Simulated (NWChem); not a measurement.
# A workflow on the pair CH4BCl···N2O

We compute the energy (singlet CH4BClN2O, HF/6-31G*), then the energy (singlet CH4BCl, HF/6-31G*), then a single-point energy (singlet N2O, HF/6-31G*), then a single-point energy (singlet CH4BCl, HF/6-31G*), then the energy (singlet N2O, HF/6-31G*) of CH4BClN2O and its partners. 

Program for the calculation: NWChem 7.3.0.

## 1. Starting point

CH4BClN2O has 10 atoms, charge 0, and is taken as a singlet. The two molecules were placed rigidly side by side, at 0.9 times their contact distance; the pair isn't optimised.

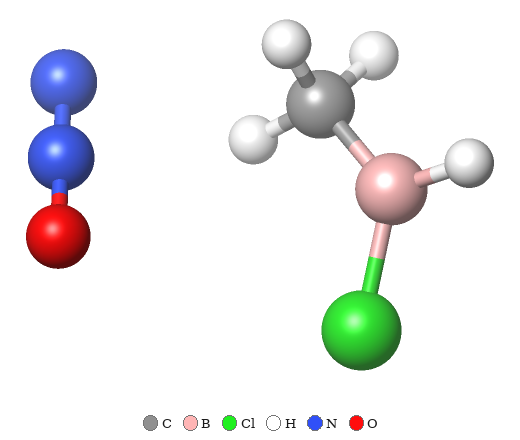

The structure, seen from a chosen angle (carbon grey, boron pink, chlorine green, hydrogen white, nitrogen blue, oxygen red).

## 2. The energy at HF/6-31G(d) (spherical functions) (run 1)

struct.nw

```
start struct
title "CH4BClN2O hf"
memory stack 880 mb heap 220 mb global 1100 mb
geometry noautosym nocenter noautoz
C       -0.627240       0.333010      -0.120290
B        0.768860      -0.304190       0.084710
Cl       0.966660      -1.847190       0.886910
H       -1.462740      -0.264290       0.244310
H       -0.776240       0.551510      -1.184490
H       -0.646340       1.312610       0.374010
H        1.777060       0.218510      -0.285190
N       -2.754360       0.793600       2.126550
N       -2.096380       0.252060       2.850560
O       -1.405320      -0.316800       3.610850
end
basis spherical bse
C library 6-31G*
B library 6-31G*
Cl library 6-31G*
H library 6-31G*
N library 6-31G*
O library 6-31G*
end
scf
nopen 0
rhf
thresh 1e-08
maxiter 80
print low
end
task scf energy
```

Started as:

```
$ nwchem struct.nw > struct.out
```

The log of the run (excerpt; [...] marks lines left out):

```text
[...]
  functions       =    96
[...]
  wavefunction    = RHF
[...]
         Total SCF energy =   -708.074448843589
      One-electron energy =  -1446.856178618846
      Two-electron energy =    499.950873404570
 Nuclear repulsion energy =    238.830856370686
        Time for solution =     14.5s
 Task  times  cpu:       14.8s     wall:       14.8s
[...]
```

Wall time 16 s (1 thread of Intel Xeon 6975P-C (Granite Rapids), shared host); peak memory 0.096 GiB.

## 3. CH4BCl: a single-point energy at HF/6-31G(d) (spherical functions) (run 2)

run.nw

```
START run
memory 2200 mb

GEOMETRY noautosym nocenter noautoz
   C    -0.627240    0.333010   -0.120290
   B     0.768860   -0.304190    0.084710
   Cl    0.966660   -1.847190    0.886910
   H    -1.462740   -0.264290    0.244310
   H    -0.776240    0.551510   -1.184490
   H    -0.646340    1.312610    0.374010
   H     1.777060    0.218510   -0.285190
END

BASIS spherical bse
   C library 6-31G*
   B library 6-31G*
   Cl library 6-31G*
   H library 6-31G*
END

SCF
   thresh 1e-08
   maxiter 80
   print low
END

TASK scf energy
```

Started as:

```
$ nwchem run.nw > run.out
```

The log of the run (excerpt; [...] marks lines left out):

```text
[...]
  functions       =    54
[...]
  wavefunction    = RHF
[...]
         Total SCF energy =   -524.401780725311
      One-electron energy =   -887.743418215477
      Two-electron energy =    279.755026189553
 Nuclear repulsion energy =     83.586611300612
        Time for solution =      3.2s
 Task  times  cpu:        3.3s     wall:        3.3s
[...]
```

Run time: 3.9 s. Hardware: 1 thread of Intel Xeon 6975P-C (Granite Rapids), shared host; peak memory 0.094 GiB.

## 4. N2O: a single-point energy at HF/6-31G(d) (spherical functions) (run 3)

test.nw

```
start test
memory stack 880 mb heap 220 mb global 1100 mb
geometry units bohr noautosym nocenter noautoz
 N   -5.20498605   1.49968665   4.01859709
 N   -3.96158405   0.47632437   5.38677770
 O   -2.65566992  -0.59866524   6.82351758
end
basis spherical bse
 N library 6-31G*
 O library 6-31G*
end
scf
 thresh 1e-08
 maxiter 80
 noprint "final vectors analysis"
end
task scf
```

Started as:

```
$ nwchem test.nw > test.out
```

The log of the run (excerpt; [...] marks lines left out):

```text
[...]
  functions       =    42
[...]
  wavefunction    = RHF
[...]
         Total SCF energy =   -183.677236549287
      One-electron energy =   -371.423748609670
      Two-electron energy =    126.398756313770
 Nuclear repulsion energy =     61.347755746613
        Time for solution =      1.0s
[...]
```

It took 1.7 s on 1 thread of Intel Xeon 6975P-C (Granite Rapids), shared host; peak memory 0.094 GiB.

## 5. CH4BCl among ghost functions: a single-point energy at HF/6-31G(d) (spherical functions, with ghost functions) (run 4)

ch4bcl.nw

```
start ch4bcl
title "CH4BCl hf"
memory total 2200 mb
charge 0
geometry units atomic noautosym nocenter noautoz
C     -1.18531181     0.62929770    -0.22731516
B      1.45293483    -0.57483579     0.16007870
Cl     1.82672266    -3.49068320     1.67601700
H     -2.76417799    -0.49943572     0.46167899
H     -1.46688101     1.04220285    -2.23836170
H     -1.22140558     2.48047341     0.70677647
H      3.35815671     0.41292406    -0.53893099
bqN     -5.204986     1.499687     4.018597
bqN     -3.961584     0.476324     5.386778
bqO     -2.655670    -0.598665     6.823518
end
basis spherical bse
C library 6-31G*
B library 6-31G*
Cl library 6-31G*
H library 6-31G*
bqN library N 6-31G*
bqO library O 6-31G*
end
scf
singlet
rhf
thresh 1e-08
maxiter 80
print low
end
task scf energy
```

Started as:

```
$ nwchem ch4bcl.nw > ch4bcl.out
```

The log of the run (excerpt; [...] marks lines left out):

```text
[...]
  functions       =    96
[...]
  wavefunction    = RHF
[...]
         Total SCF energy =   -524.401924363532
      One-electron energy =   -887.737706857307
      Two-electron energy =    279.749177253622
 Nuclear repulsion energy =     83.586605240153
        Time for solution =      9.5s
 Task  times  cpu:        9.8s     wall:        9.8s
[...]
```

It took 11 s on 1 thread of Intel Xeon 6975P-C (Granite Rapids), shared host; peak memory 0.096 GiB.

## 6. N2O among ghost functions: a single-point energy at HF/6-31G(d) (spherical functions, with ghost functions) (run 5)

mymol.nw

```
start mymol
title "N2O"
memory 2200 mb
geometry units au noautosym nocenter noautoz
N     -5.20498605     1.49968665     4.01859709
N     -3.96158405     0.47632437     5.38677770
O     -2.65566992    -0.59866524     6.82351758
bqC     -1.185312     0.629298    -0.227315
bqB      1.452935    -0.574836     0.160079
bqCl     1.826723    -3.490683     1.676017
bqH     -2.764178    -0.499436     0.461679
bqH     -1.466881     1.042203    -2.238362
bqH     -1.221406     2.480473     0.706776
bqH      3.358157     0.412924    -0.538931
end
basis "ao basis" spherical bse
N library 6-31G*
O library 6-31G*
bqC library C 6-31G*
bqB library B 6-31G*
bqCl library Cl 6-31G*
bqH library H 6-31G*
end
scf
thresh 1e-08
maxiter 80
print low
end
task scf
```

Started as:

```
$ nwchem mymol.nw > mymol.out
```

The log of the run (excerpt; [...] marks lines left out):

```text
[...]
  functions       =    96
[...]
  wavefunction    = RHF
[...]
         Total SCF energy =   -183.677919597358
      One-electron energy =   -371.405114028389
      Two-electron energy =    126.379438684418
 Nuclear repulsion energy =     61.347755746613
        Time for solution =     10.9s
 Task  times  cpu:       11.1s     wall:       11.1s
[...]
```

Wall time 12 s (1 thread of Intel Xeon 6975P-C (Granite Rapids), shared host); peak memory 0.096 GiB.

## 7. Results

| quantity | value |
| --- | --- |
| run 1, HF/6-31G*: total energy | -708.07445 Eh |
| CH4BCl: total energy | -524.40178 Eh |
| N2O: total energy | -183.67724 Eh |
| N2O: dipole moment | 0.56 D |
| CH4BCl among ghost functions: total energy | -524.40192 Eh |
| N2O among ghost functions: total energy | -183.67792 Eh |
| interaction energy of the rigid parts CH4BCl and N2O (parts in their own basis; closest atoms 2.52 Å apart) | 0.124 eV |
| interaction energy of the rigid parts CH4BCl and N2O (parts in the whole basis, counterpoise; closest atoms 2.52 Å apart) | 0.147 eV |

What this shows: The interaction energy of the rigid parts CH4BCl and N2O (parts in their own basis; closest atoms 2.52 Å apart) is 0.12 eV (12.0 kJ/mol): the parts repel at this shape. Without counterpoise this holds the superposition error of the basis. The interaction energy of the rigid parts CH4BCl and N2O (parts in the whole basis, counterpoise; closest atoms 2.52 Å apart) is 0.15 eV (3.4 kcal/mol): the parts repel at this shape. The basis-set superposition error is 2.2 kJ/mol. Mulliken charges (N2O) run from -0.59 on O3 to +0.65 on N2.
